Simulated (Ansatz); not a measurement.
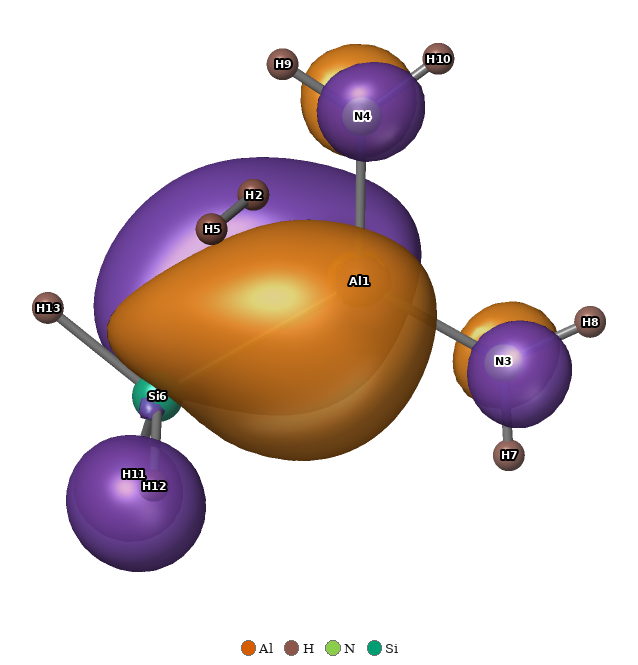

Figure 1: AlH7N2Si···H2. The LUMO at ±0.1 Å⁻³ᐟ² (orange and purple are the two phases), seen at a tilt.

The product side of a reaction path; geometry: PBE0-D4/def2-TZVP.

All numbers below come from RKS PBE0-D4/def2-TZVPP in Ansatz 0.2.0.

```yaml
atoms:
  - { symbol: Al, position_ang: [-0.0780, 0.7502, -0.0359] }
  - { symbol: H, position_ang: [1.2757, -1.8129, 1.5483] }
  - { symbol: N, position_ang: [0.7669, 2.0636, -0.8697] }
  - { symbol: N, position_ang: [-0.2187, 0.7780, 1.7302] }
  - { symbol: H, position_ang: [1.4566, -2.4950, 1.3010] }
  - { symbol: Si, position_ang: [-1.0173, -1.1316, -1.2821] }
  - { symbol: H, position_ang: [0.8918, 2.1044, -1.8678] }
  - { symbol: H, position_ang: [1.1888, 2.8692, -0.4371] }
  - { symbol: H, position_ang: [-0.7200, 0.0816, 2.2572] }
  - { symbol: H, position_ang: [0.1385, 1.4877, 2.3490] }
  - { symbol: H, position_ang: [-1.9088, -0.6933, -2.3954] }
  - { symbol: H, position_ang: [0.0490, -1.9760, -1.8960] }
  - { symbol: H, position_ang: [-1.8243, -2.0259, -0.4018] }
```

> Describe this orbital and give its energy.

It lies mainly on Al1 (about 45 %), Si6 (about 25 %) and H12 (about 5 %); π-bonding across Al1–Si6. Its energy is −0.33 eV.
